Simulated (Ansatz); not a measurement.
## SiNH$_{4}$F: geometry relaxation

- system: SiNH$_{4}$F
- method: RKS PBE/def2-SVP (Ansatz 0.2.0)

It belongs to a series of runs on one base structure; here: end point B relaxed.

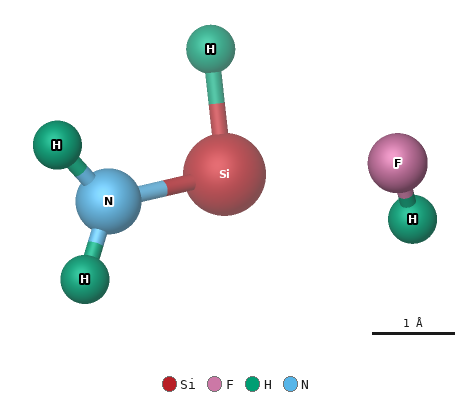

Fig. 1: The starting structure (ball-and-stick view, seen at a tilt). Bond lengths as drawn: F–H 0.93 Å, H–N 1.02 Å, H–Si 1.54 Å and N–Si 1.73 Å.

Results in brief:

```csv
quantity,value
outcome,converged
total energy,−12134.6545 eV
mean-field energy,−12134.6545 eV
largest force (length of the vector) at the end,0.034 eV/Å
hardware,"1 thread of AMD EPYC (Zen 5), 64 GiB of memory available, shared host"
wall time,5.5 s
peak memory,0.14 GiB
```

Input:
```yaml
crystal:
  periodic: [false, false, false]
  atoms:
    - { symbol: Si, position_ang: [-0.114625, 0.09486, -0.753929] }
    - { symbol: F, position_ang: [1.54402, 0.035311, 1.487156] }
    - { symbol: H, position_ang: [2.085468, 0.128151, 0.732381] }
    - { symbol: H, position_ang: [-1.196301, 0.859048, 0.038499] }
    - { symbol: "N", position_ang: [-0.979536, -1.406417, -0.768945] }
    - { symbol: H, position_ang: [-1.87801, -1.598508, -0.316844] }
    - { symbol: H, position_ang: [-0.601517, -2.241945, -1.223819] }
basis:
  gaussian: { orbitals: def2-SVP }
hamiltonian:
  xc: pbe
relax:
  f_tol: 0.03
  max_steps: 50
```

Launched with:
```bash
ansatz run input.yaml --threads 1 --pin off --max-ram 2048MiB --backend cpu --events-out ev --progress --plain --runs-dir out
```

Output:
```
The last accepted step is kept in [file] (removed where the run ends without a failure and the disk answers)
Engine: ansatz 0.2.0, x86_64-unknown-linux-gnu
Functional definition: PBE
  parameter kappa = 0.804
  parameter beta = 0.06672455060314922
  exchange = pbe_x(kappa = kappa, mu = beta*pi^2/3)
  correlation = pbe_c(beta = beta)
748 factors; their error is unknown
mean field evaluation 1: about -12125.9165 eV, gradient 6.6e1 eV
mean field evaluation 2: about -12078.5947 eV, gradient 1.3e2 eV
mean field evaluation 4: about -12134.3718 eV, gradient 1.3e1 eV
mean field evaluation 8: about -12134.6522 eV, gradient 1.5e-1 eV
mean field evaluation 16: about -12134.5990 eV, gradient 1.4e-4 eV
mean field -12134.59895242 eV, -445.9382863749 hartree, gradient 4.0e-5 eV, S^2 0.000000; 0 other end points of the search recorded, 0 dependent functions left out
the calculation of the forces begins
reference -12134.59898368 eV, -445.9382875235 hartree; 17, 17 occupied and 49, 49 virtual orbitals, 748 factors
relax step   1: F+E_penalty+E_count = -12134.59895242 eV  Δ(F+E_penalty+E_count) = +0.000e0 eV  max|allowed force component| = 3.994e-1 eV/Å  Δτ_max = 0.0000 Å  (26 SCF iters, accepted)
these checks for a lower state are left out or cut short: starts, cluster_reference, orbital_swaps, neighbouring_geometries, increment
748 factors; their error is unknown
mean field -12134.63263255 eV, -445.9395240970 hartree, gradient 1.4e-5 eV, S^2 0.000000; 0 other end points of the search recorded, 0 dependent functions left out
the calculation of the forces begins
reference -12134.63266369 eV, -445.9395252413 hartree; 17, 17 occupied and 49, 49 virtual orbitals, 748 factors
relax step   2: F+E_penalty+E_count = -12134.63263255 eV  Δ(F+E_penalty+E_count) = -3.368e-2 eV  max|allowed force component| = 5.685e-1 eV/Å  Δτ_max = 0.1974 Å  (28 SCF iters, accepted)
these checks for a lower state are left out or cut short: starts, cluster_reference, orbital_swaps, neighbouring_geometries, increment
748 factors; their error is unknown
mean field evaluation 32: about -12134.6356 eV, gradient 1.7e-5 eV
mean field -12134.63557956 eV, -445.9396323973 hartree, gradient 1.7e-5 eV, S^2 0.000000; 0 other end points of the search recorded, 0 dependent functions left out
the calculation of the forces begins
reference -12134.63561006 eV, -445.9396335183 hartree; 17, 17 occupied and 49, 49 virtual orbitals, 748 factors
relax step   3: F+E_penalty+E_count = -12134.63557956 eV  Δ(F+E_penalty+E_count) = -2.947e-3 eV  max|allowed force component| = 8.416e-1 eV/Å  Δτ_max = 0.1960 Å  (34 SCF iters, accepted)
these checks for a lower state are left out or cut short: starts, cluster_reference, orbital_swaps, neighbouring_geometries, increment
748 factors; their error is unknown
mean field -12134.64158034 eV, -445.9398529219 hartree, gradient 1.3e-5 eV, S^2 0.000000; 0 other end points of the search recorded, 0 dependent functions left out
the calculation of the forces begins
reference -12134.64161104 eV, -445.9398540502 hartree; 17, 17 occupied and 49, 49 virtual orbitals, 748 factors
relax step   4: F+E_penalty+E_count = -12134.64158034 eV  Δ(F+E_penalty+E_count) = -6.001e-3 eV  max|allowed force component| = 3.257e-1 eV/Å  Δτ_max = 0.1007 Å  (27 SCF iters, accepted)
these checks for a lower state are left out or cut short: starts, cluster_reference, orbital_swaps, neighbouring_geometries, increment
748 factors; their error is unknown
mean field -12134.64739040 eV, -445.9400664379 hartree, gradient 2.3e-5 eV, S^2 0.000000; 0 other end points of the search recorded, 0 dependent functions left out
the calculation of the forces begins
reference -12134.64742104 eV, -445.9400675638 hartree; 17, 17 occupied and 49, 49 virtual orbitals, 748 factors
relax step   5: F+E_penalty+E_count = -12134.64739040 eV  Δ(F+E_penalty+E_count) = -5.810e-3 eV  max|allowed force component| = 4.127e-1 eV/Å  Δτ_max = 0.0908 Å  (27 SCF iters, accepted)
these checks for a lower state are left out or cut short: starts, cluster_reference, orbital_swaps, neighbouring_geometries, increment
748 factors; their error is unknown
mean field -12134.65221948 eV, -445.9402439030 hartree, gradient 1.8e-5 eV, S^2 0.000000; 0 other end points of the search recorded, 0 dependent functions left out
the calculation of the forces begins
reference -12134.65225019 eV, -445.9402450317 hartree; 17, 17 occupied and 49, 49 virtual orbitals, 748 factors
relax step   6: F+E_penalty+E_count = -12134.65221948 eV  Δ(F+E_penalty+E_count) = -4.829e-3 eV  max|allowed force component| = 2.727e-1 eV/Å  Δτ_max = 0.0383 Å  (27 SCF iters, accepted)
these checks for a lower state are left out or cut short: starts, cluster_reference, orbital_swaps, neighbouring_geometries, increment
748 factors; their error is unknown
mean field -12134.65361740 eV, -445.9402952756 hartree, gradient 1.4e-5 eV, S^2 0.000000; 0 other end points of the search recorded, 0 dependent functions left out
the calculation of the forces begins
reference -12134.65364812 eV, -445.9402964046 hartree; 17, 17 occupied and 49, 49 virtual orbitals, 748 factors
relax step   7: F+E_penalty+E_count = -12134.65361740 eV  Δ(F+E_penalty+E_count) = -1.398e-3 eV  max|allowed force component| = 1.651e-1 eV/Å  Δτ_max = 0.0125 Å  (28 SCF iters, accepted)
these checks for a lower state are left out or cut short: starts, cluster_reference, orbital_swaps, neighbouring_geometries, increment
748 factors; their error is unknown
mean field evaluation 64: about -12134.6543 eV, gradient 1.4e-1 eV
mean field -12134.65432143 eV, -445.9403211485 hartree, gradient 1.4e-5 eV, S^2 0.000000; 0 other end points of the search recorded, 0 dependent functions left out
the calculation of the forces begins
reference -12134.65435216 eV, -445.9403222778 hartree; 17, 17 occupied and 49, 49 virtual orbitals, 748 factors
relax step   8: F+E_penalty+E_count = -12134.65432143 eV  Δ(F+E_penalty+E_count) = -7.040e-4 eV  max|allowed force component| = 3.719e-2 eV/Å  Δτ_max = 0.0102 Å  (29 SCF iters, accepted)
these checks for a lower state are left out or cut short: starts, cluster_reference, orbital_swaps, neighbouring_geometries, increment
748 factors; their error is unknown
mean field -12134.65442087 eV, -445.9403248028 hartree, gradient 1.4e-5 eV, S^2 0.000000; 0 other end points of the search recorded, 0 dependent functions left out
the calculation of the forces begins
reference -12134.65445158 eV, -445.9403259313 hartree; 17, 17 occupied and 49, 49 virtual orbitals, 748 factors
relax step   9: F+E_penalty+E_count = -12134.65442087 eV  Δ(F+E_penalty+E_count) = -9.944e-5 eV  max|allowed force component| = 2.628e-2 eV/Å  Δτ_max = 0.0056 Å  (29 SCF iters, accepted)
```

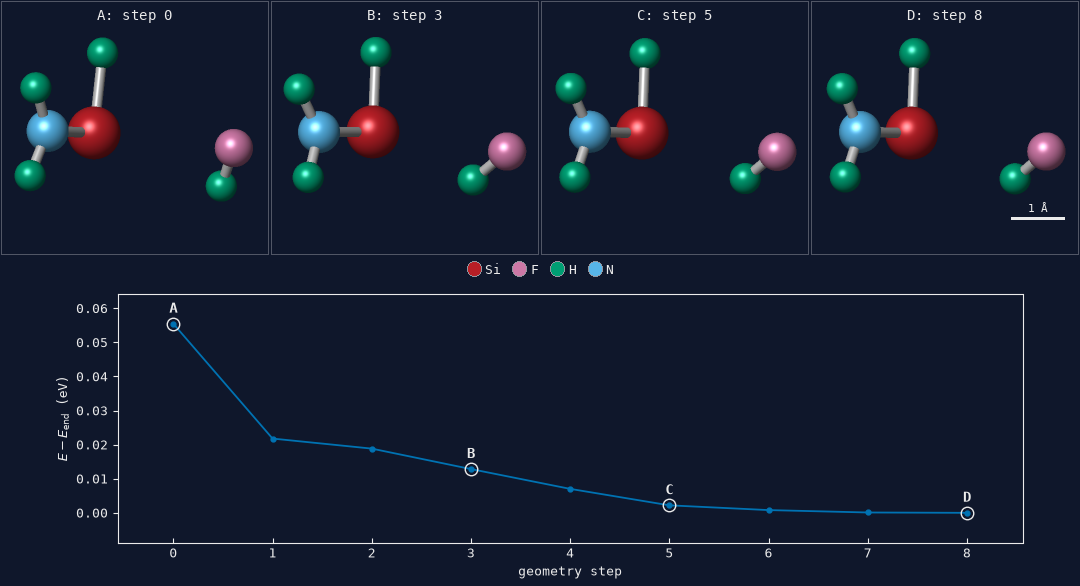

Fig. 2: Frames of the relaxation (ball-and-stick view, seen at a tilt) above the curves, on which the letters mark them (the first geometry is step 0 here and step 1 in the log).

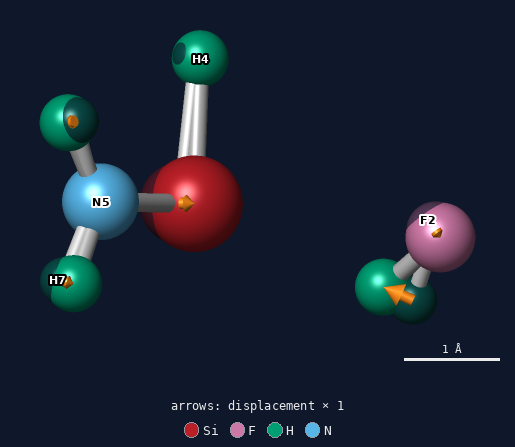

Fig. 3: Start (faint) and end (solid) with the displacements as orange arrows, at true length (ball-and-stick view, seen at a tilt). The two geometries are laid on each other by the best rigid fit. After 8 geometry steps the energy has fallen by 0.055 eV. The largest force component goes from 0.4 to 0.026 eV/Å. The largest move after the best rigid fit is that of H3, 0.34 Å. Largest moves by element: H 0.34 Å, Si 0.16 Å, F 0.08 Å, N 0.05 Å. Distances before and after: F2–H3 0.934 → 0.959 Å, Si1–N5 1.733 → 1.727 Å, Si1–H4 1.543 → 1.539 Å. (Atoms are counted from 1 in the order of the input.)

```
748 factors; their error is unknown
mean field -12134.65442087 eV, -445.9403248028 hartree, gradient 1.3e-5 eV, S^2 0.000000; 1 other end points of the search recorded, 0 dependent functions left out
the calculation of the forces begins
reference -12134.65445158 eV, -445.9403259313 hartree; 17, 17 occupied and 49, 49 virtual orbitals, 748 factors
Total energy: -12134.65445158 eV, -445.9403259313 hartree
Atom 0 at    -0.039780     0.072063    -0.613966 Å, force    -0.010794     0.003915     0.004481 eV/Å
Atom 1 at     1.623275     0.006257     1.497584 Å, force     0.002284    -0.001022     0.005392 eV/Å
Atom 2 at     1.792580     0.103601     0.558953 Å, force     0.000445     0.000256    -0.003517 eV/Å
Atom 3 at    -1.158597     0.888980     0.056086 Å, force     0.002312    -0.004371    -0.004612 eV/Å
Atom 4 at    -0.937999    -1.397728    -0.744520 Å, force     0.022145     0.026278    -0.000780 eV/Å
Atom 5 at    -1.891084    -1.559964    -0.407446 Å, force    -0.007773    -0.006995     0.001337 eV/Å
Atom 6 at    -0.528897    -2.242709    -1.152192 Å, force    -0.008619    -0.018062    -0.002302 eV/Å
Dipole moment:    -0.286504    -0.370522    -0.315118 e Å
```

Trajectory as extended XYZ (Å, eV, eV/Å), 9 frames, from step=1 to step=9:
```
7
Properties=species:S:1:pos:R:3:forces:R:3 step=1 energy=-12134.59895
Si   -0.1146    0.0949   -0.7539    0.1233  -0.0170   0.0731
F     1.5440    0.0353    1.4872   -0.2361  -0.0453   0.3157
H     2.0855    0.1282    0.7324    0.1109   0.0481  -0.3994
H    -1.1963    0.8590    0.0385    0.0006   0.0140   0.0143
N    -0.9795   -1.4064   -0.7689    0.0060   0.0086  -0.0076
H    -1.8780   -1.5985   -0.3168   -0.0082  -0.0025   0.0024
H    -0.6015   -2.2419   -1.2238    0.0034  -0.0059   0.0016
7
Properties=species:S:1:pos:R:3:forces:R:3 step=2 energy=-12134.63263
Si   -0.0443    0.0714   -0.7005   -0.1357  -0.0824   0.1805
F     1.5416    0.0280    1.5072    0.2424   0.0669  -0.5685
H     1.9175    0.1390    0.6293   -0.3225  -0.0761   0.4805
H    -1.1344    0.8526    0.0668    0.0793   0.0332  -0.0476
N    -0.9606   -1.4003   -0.7676    0.1265   0.0278  -0.0165
H    -1.8703   -1.5749   -0.3295    0.0098   0.0403  -0.0300
H    -0.5899   -2.2453   -1.2112    0.0002  -0.0097   0.0015
7
Properties=species:S:1:pos:R:3:forces:R:3 step=3 energy=-12134.63558
Si   -0.0052    0.0579   -0.6082   -0.0730  -0.2918  -0.0498
F     1.5820    0.0275    1.5037    0.1387   0.0827  -0.8416
H     1.7467    0.1211    0.5350   -0.0955  -0.0981   0.8304
H    -1.0939    0.8725    0.0777   -0.1355   0.1257   0.0763
N    -0.9308   -1.4039   -0.7405   -0.0518   0.1144   0.0254
H    -1.8858   -1.5584   -0.3890    0.2010   0.0651  -0.0733
H    -0.5534   -2.2462   -1.1842    0.0161   0.0020   0.0325
7
Properties=species:S:1:pos:R:3:forces:R:3 step=4 energy=-12134.64158
Si   -0.0451    0.0773   -0.5787   -0.0064  -0.1410  -0.0645
F     1.6436    0.0494    1.4868    0.0345  -0.0455  -0.0501
H     1.7813    0.0549    0.5327   -0.0181   0.0563   0.1040
H    -1.1629    0.8919    0.0919   -0.0452   0.0001  -0.0601
N    -0.9454   -1.3910   -0.7665    0.1498  -0.1813   0.0425
H    -1.9143   -1.5531   -0.4703    0.0820  -0.0143   0.0122
H    -0.4976   -2.2589   -1.1014   -0.1967   0.3257   0.0158
7
Properties=species:S:1:pos:R:3:forces:R:3 step=5 energy=-12134.64739
Si   -0.0447    0.0724   -0.6156   -0.0901  -0.0976   0.0188
F     1.6597    0.0412    1.5176   -0.0451  -0.0274   0.0992
H     1.7852    0.0779    0.5713    0.0473   0.0348  -0.1263
H    -1.1648    0.8971    0.0473    0.0244  -0.0349   0.0024
N    -0.9445   -1.4024   -0.7412    0.2714  -0.2761  -0.2379
H    -1.8971   -1.5694   -0.4016    0.0297  -0.0115  -0.0390
H    -0.5345   -2.2463   -1.1834   -0.2376   0.4127   0.2827
7
Properties=species:S:1:pos:R:3:forces:R:3 step=6 energy=-12134.65222
Si   -0.0372    0.0659   -0.6044   -0.0603  -0.0871   0.0039
F     1.6409    0.0174    1.5038    0.0154   0.0111  -0.1004
H     1.7926    0.1133    0.5591   -0.0150  -0.0169   0.1008
H    -1.1543    0.8883    0.0609   -0.0064  -0.0054  -0.0080
N    -0.9434   -1.4029   -0.7410    0.1570  -0.1705  -0.1383
H    -1.9071   -1.5586   -0.4265    0.0688  -0.0040  -0.0072
H    -0.5321   -2.2530   -1.1574   -0.1595   0.2727   0.1492
7
Properties=species:S:1:pos:R:3:forces:R:3 step=7 energy=-12134.65362
Si   -0.0366    0.0686   -0.6076   -0.0462  -0.0628  -0.0088
F     1.6314    0.0149    1.5005    0.0088   0.0023  -0.0407
H     1.7910    0.1081    0.5582   -0.0036  -0.0066   0.0452
H    -1.1535    0.8868    0.0615   -0.0098   0.0043  -0.0051
N    -0.9429   -1.3983   -0.7493    0.0966  -0.1091  -0.0471
H    -1.8994   -1.5595   -0.4167    0.0513   0.0069  -0.0159
H    -0.5305   -2.2501   -1.1523   -0.0972   0.1651   0.0724
7
Properties=species:S:1:pos:R:3:forces:R:3 step=8 energy=-12134.65432
Si   -0.0381    0.0721   -0.6131   -0.0167  -0.0311  -0.0045
F     1.6224    0.0108    1.4978    0.0041  -0.0026   0.0016
H     1.7932    0.1038    0.5588   -0.0001   0.0010   0.0018
H    -1.1553    0.8865    0.0599   -0.0101   0.0080  -0.0025
N    -0.9392   -1.3968   -0.7479    0.0115  -0.0238   0.0037
H    -1.8928   -1.5602   -0.4094    0.0324   0.0114  -0.0093
H    -0.5308   -2.2457   -1.1515   -0.0211   0.0372   0.0091
7
Properties=species:S:1:pos:R:3:forces:R:3 step=9 energy=-12134.65442
Si   -0.0398    0.0721   -0.6140   -0.0108   0.0039   0.0045
F     1.6233    0.0063    1.4976    0.0023  -0.0010   0.0054
H     1.7926    0.1036    0.5590    0.0004   0.0003  -0.0035
H    -1.1586    0.8890    0.0561    0.0023  -0.0044  -0.0046
N    -0.9380   -1.3977   -0.7445    0.0221   0.0263  -0.0008
H    -1.8911   -1.5600   -0.4074   -0.0078  -0.0070   0.0013
H    -0.5289   -2.2427   -1.1522   -0.0086  -0.0181  -0.0023
```
